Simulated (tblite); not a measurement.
# C8H11B: the cost of one run

Computed with tblite 0.8.0 and PySCF 2.14.0, with density-fitted response routines of our own, on a single molecule in the gas phase. Atoms count from 0, in the outputs and in this text.

## Step 1: Starting geometry

20 atoms, charge 0, multiplicity 1; geometry from: force field or distance geometry start.

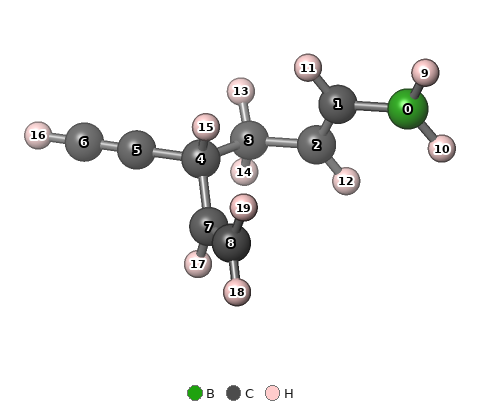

As it starts; boron green, carbon dark grey, hydrogen pink, atoms numbered.

## Step 2: Geometry optimisation with GFN2-xTB

The job: settings as JSON, then the geometry in Å.

```
{"job": {"kind": "relax", "xc": "GFN2-xTB", "basis": "xTB"}, "charge": 0, "multiplicity": 1}
B      3.480300    -0.236200     0.315700
C      2.069600     0.448800     0.102000
C      1.222200    -0.002500    -0.810900
C     -0.131300     0.660200    -1.024500
C     -1.081200     0.396800     0.175900
C     -2.343500     1.127900    -0.040500
C     -3.370000     1.731800    -0.210300
C     -1.380500    -1.067800     0.311100
C     -0.903800    -1.803500     1.322100
H      4.204600     0.177900     1.146600
H      3.793300    -1.159600    -0.346300
H      1.812300     1.286000     0.744600
H      1.476600    -0.832500    -1.447000
H      0.023100     1.745800    -1.159000
H     -0.587300     0.263500    -1.949000
H     -0.622500     0.795100     1.113100
H     -4.275500     2.258600    -0.351500
H     -1.972200    -1.572900    -0.464700
H     -1.128400    -2.858400     1.382700
H     -0.291100    -1.348500     2.102300
```

Run with:

```bash
$ OMP_NUM_THREADS=1 python probes_run.py task.json out
```

This one command runs all jobs of the session in turn.

**Question.** How long does this first job take on 1 thread of Arm Neoverse N1, shared host, and how much memory does it need?

About 1.9 s, with a peak of 0.18 GiB.
